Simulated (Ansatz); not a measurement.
# SiC, response to strain

Start from SiC (space group P6_3mc, No. 186; a = 3.0585 Å, c = 10.0120 Å).

Strains are applied to the cell and any free atomic positions relax.

Method: LDA, PAW, 420 eV (Ansatz, a program for electronic structure; no spin-orbit coupling).

Notes on the quantities. pressure: mean of the normal stresses, compression positive.

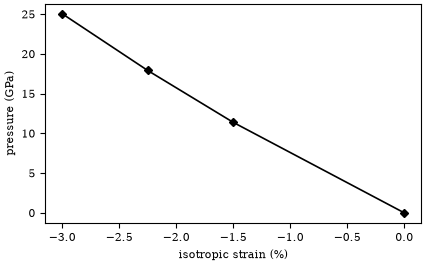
Figure. Pressure against isotropic strain

Problem. From the plot, what is the pressure for isotropic strain −2.25 %?

Solution. About 18 GPa.

Problem. Is the trend monotonic over the range shown?

Solution. Yes, it falls throughout, spanning 0.00 GPa to 25.05 GPa.

Stability against distortions was not tested.
